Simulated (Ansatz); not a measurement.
```cif
data_structure
_symmetry_space_group_name_H-M 'P 1'
_symmetry_Int_Tables_number 1
_cell_length_a 4.1861
_cell_length_b 4.1861
_cell_length_c 10.3291
_cell_angle_alpha 90.000
_cell_angle_beta 90.000
_cell_angle_gamma 120.000
_cell_volume 156.75
loop_
_atom_site_label
_atom_site_type_symbol
_atom_site_fract_x
_atom_site_fract_y
_atom_site_fract_z
_atom_site_occupancy
Zn1 Zn 0.33333 0.66667 0.66537 1
Cd1 Cd 0.00000 0.00000 0.99483 1
Cd2 Cd 0.66667 0.33333 0.34318 1
Se1 Se 0.00000 0.00000 0.24811 1
Se2 Se 0.66667 0.33333 0.59739 1
Se3 Se 0.33333 0.66667 0.90112 1
```

Space group P3m1; a structure from a database of computed crystals, not necessarily the ambient phase; started from the MnCd2Te3-156 prototype, which need not be the ambient phase.

Method: Ansatz 0.2.0, DFT, PBEsol, plane waves, PAW.

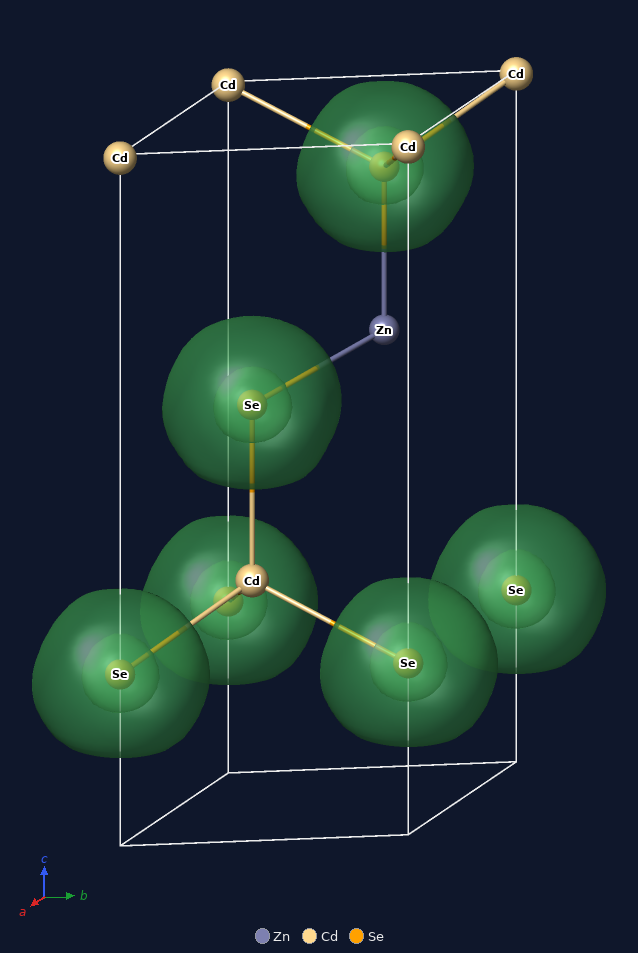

ZnCd₂Se₃. Isosurface of the electron localisation function at 0.65 (green), seen slightly off an axis. Core shells and regions of very low density are left out. Sticks mark near contacts.

**Where are the electrons localised?**

The ELF exceeds this value in three regions wrapped around Se (the valence shell of each), counted in one cell of 6 atoms. Regions shared between cells count once. Profiles from the grid: Zn–Se (2.44 Å): the ELF is about 0.60 at the midpoint. Cd–Se (2.60 Å): the ELF is about 0.40 at the midpoint.
